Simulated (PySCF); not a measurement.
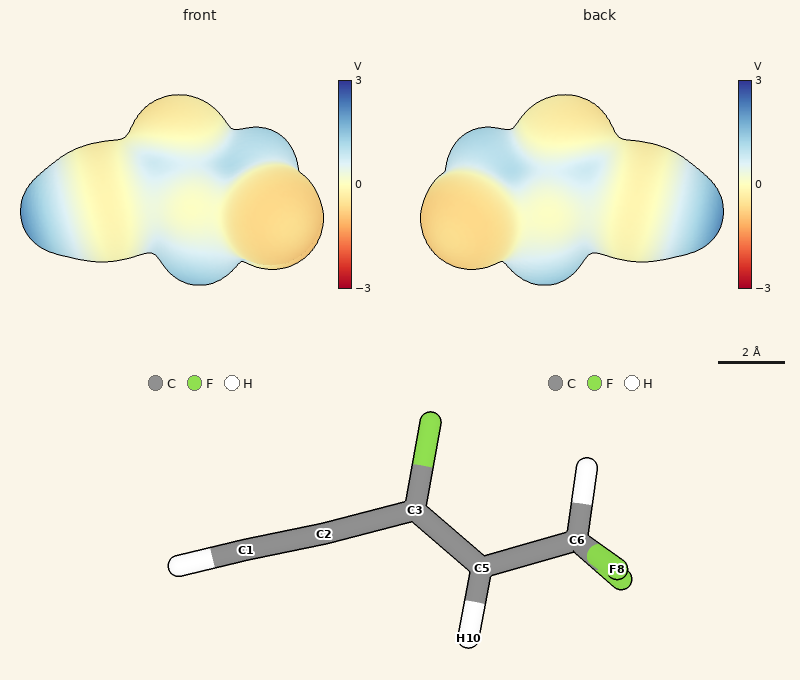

Figure. C₅H₃F₃ (SMILES C#C/C(F)=C/C(F)F). The molecular electrostatic potential painted on the density surface at 0.002 e/bohr³, seen from the front and from behind; the colour scale runs from red (negative) to blue (positive). The bare structure is drawn below in the same view.

Geometry: GFN2-xTB.

The calculation used PBE0/def2-SVPD, SCF density, gas phase in PySCF 2.14.0.

```yaml
atoms:
  - { symbol: C, position_ang: [3.0705, 0.1372, 0.2575] }
  - { symbol: C, position_ang: [1.8905, 0.0961, 0.4753] }
  - { symbol: C, position_ang: [0.5166, 0.0528, 0.8027] }
  - { symbol: F, position_ang: [0.2506, 0.1218, 2.1207] }
  - { symbol: C, position_ang: [-0.4713, -0.0480, -0.0857] }
  - { symbol: C, position_ang: [-1.9155, -0.0910, 0.2957] }
  - { symbol: F, position_ang: [-2.4970, -1.2286, -0.1669] }
  - { symbol: F, position_ang: [-2.5931, 0.9309, -0.2900] }
  - { symbol: H, position_ang: [4.0954, 0.1704, 0.0329] }
  - { symbol: H, position_ang: [-0.2498, -0.1023, -1.1389] }
  - { symbol: H, position_ang: [-2.0916, -0.0365, 1.3802] }
```

Q: Where is the surface potential most negative and most positive?

A: The most negative region (about −0.8 V, or −18 kcal/mol for a unit charge) lies over F7 and F8, the most positive (about +2.1 V, or +48 kcal/mol for a unit charge) over H9.

Q: How polar is the molecule by this calculation?

A: Its dipole moment is 2.77 D.
